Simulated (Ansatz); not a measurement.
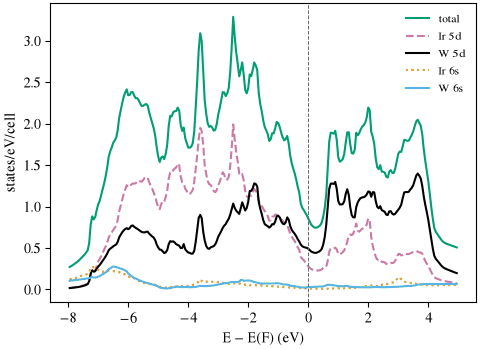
*Total and projected density of states of IrW (L1₀ or tetragonal B2, P4/mmm), DFT-PBEsol in the program Ansatz with PAW potentials*

Q: Which orbitals carry the states next to the Fermi level?

A: Within 0.5 eV of the Fermi level: W 5d 54 %, Ir 5d 36 %, outside the projected shells 5 %. Projections are on Löwdin-orthogonalised atomic valence shells; empty p or d shells of many metals are not among them.

Q: Where is the tallest occupied peak in this window, and what makes it?

A: Near -2.5 eV, about 3.3 states/eV per cell; the largest projected share is Ir 5d.

The start of the workflow was typed in or built on a structure type; neither database checked (COD, Materials Project) lists it. COD files the formula under space group No. 51. Whether it is the stable phase at ambient conditions was not checked. The cell was relaxed with PBEsol under the symmetry of its start; whether a distortion lowers the energy is not shown. No spin polarisation was allowed. Spin–orbit coupling is left out wherever it is not named.

Potentials: the later of the program's two PAW sets.
